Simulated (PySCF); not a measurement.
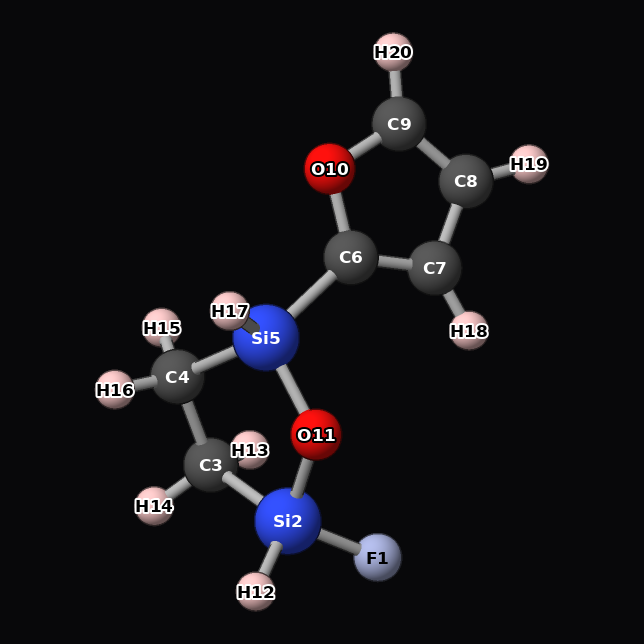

The computed structure is the end point of a GFN2-xTB optimisation. No frequency run is at hand to confirm it as a minimum. Method: GIAO PBE0/pcSseg-1 NMR shielding, non-relativistic, gas phase (PySCF 2.14.0). Principal shieldings σ11 ≤ σ22 ≤ σ33, span Ω = σ33 − σ11, skew κ = 3(σiso − σ22)/Ω.

Which O atom has the most anisotropic shielding?

Answer. O10, with a span of 400 ppm.

Give the shielding tensors of the O atoms.

| atom | σ11 | σ22 | σ33 | σiso | Ω | κ |
| --- | --- | --- | --- | --- | --- | --- |
| O10 | −130.0 | −74.6 | 270.1 | 21.9 | 400.1 | 0.72 |
| O11 | 175.1 | 242.4 | 333.3 | 250.2 | 158.2 | 0.15 |

Shieldings and span in ppm.

The geometry is semi-empirical. Around Si such bond lengths and angles can be off by a tenth of an ångström or more and by several degrees, and values that hang on the shape move with them.
